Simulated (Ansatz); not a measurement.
## Electronic structure of Cl4FHW in real space

```
atom    x (Å)    y (Å)    z (Å)
   W   0.0000   0.1149  -0.1619
   H   0.0000  -0.2195   1.5093
  Cl   2.2516   0.1154   0.2658
  Cl   0.0000   2.3889   0.0352
  Cl  -2.2516   0.1154   0.2658
   F   0.0000  -1.7675  -0.0979
  Cl   0.0000  -0.2077  -2.4862
```

Core potentials replace the inner electrons of W.

Method: RKS B3LYP-D4/def2-SVP (Ansatz 0.2.0).

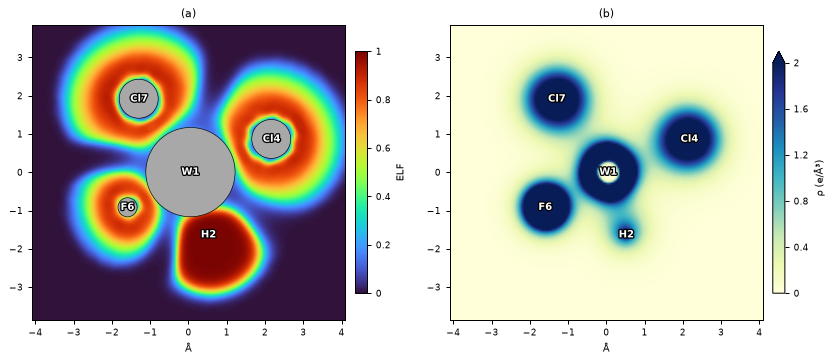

Figure 1. (a) ELF; (b) electron density on the plane of atoms H2, W1 and Cl4. Grey discs cover the atomic cores in the ELF map.

Question: What does the map show?

Answer: The plane passes through W, H, Cl and F nuclei. W–F (1.88 Å): ρ is about 1 e/Å³ halfway; the ELF peaks at about 0.85 in the valence shell of F, 0.5 Å from its nucleus, and drops to about 0.20 between the two atoms. W–Cl (2.28 Å): ρ at the midpoint is about 0.69 e/Å³; the ELF peaks at about 0.85 in the valence shell of Cl, 0.9 Å from its nucleus, and is about 0.35 at the midpoint. W–H (1.70 Å): ρ at the midpoint is about 1.6 e/Å³; the ELF climbs to about 1 towards the hydrogen. W–Cl (2.35 Å): ρ at the midpoint is about 0.62 e/Å³; the ELF peaks at about 0.85 in the valence shell of Cl, 0.8 Å from its nucleus, and is about 0.30 at the midpoint.

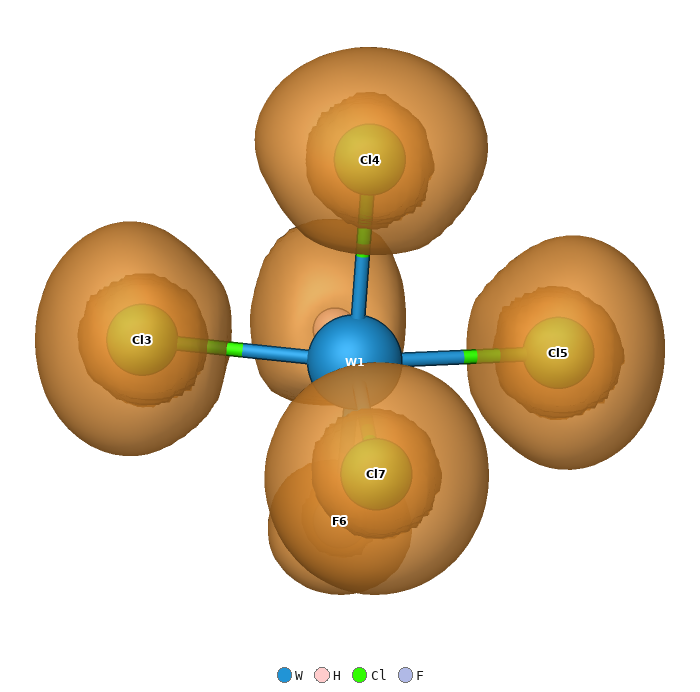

Figure 2. Isosurface of the electron localisation function at 0.75 (orange), seen at a tilt. Core shells and regions of very low density are left out.

Question: What do the ELF domains correspond to?

Answer: At this value the surface marks out one region around a hydrogen nucleus, four regions wrapped around Cl (the valence shell of each) and one region wrapped around F (its valence shell).

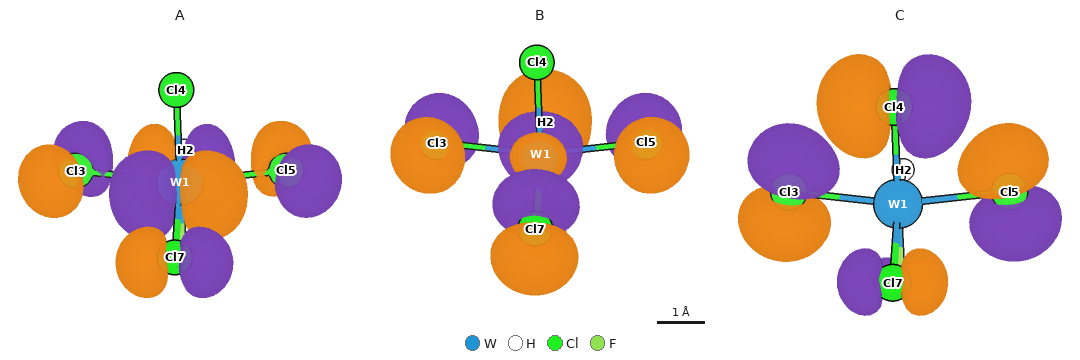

Figure 3. Three frontier orbitals at ±0.1 Å⁻³ᐟ² (orange and purple are the two phases), in no order.

Question: Which picture is the HOMO−1, the HOMO and the LUMO?

Answer: C is the HOMO−1 (−9.25 eV). By Hirshfeld shares it lies mainly on Cl4 (about 40 %), Cl3 (about 25 %), Cl5 (about 25 %) and Cl7 (about 5 %); largely a combination of lone pairs on Cl4, Cl3, Cl5 and Cl7. B is the HOMO (−8.55 eV). Its weight (Hirshfeld) is mainly on H2 (about 25 %), Cl7 (about 25 %), W1 (about 20 %), Cl3 (about 15 %) and Cl5 (about 15 %). A is the LUMO (−5.03 eV). Its weight (Hirshfeld) is mainly on W1 (about 60 %), Cl3 (about 15 %), Cl5 (about 15 %) and Cl7 (about 10 %).

Question: What is the HOMO–LUMO gap?

Answer: 3.52 eV between the orbital energies.
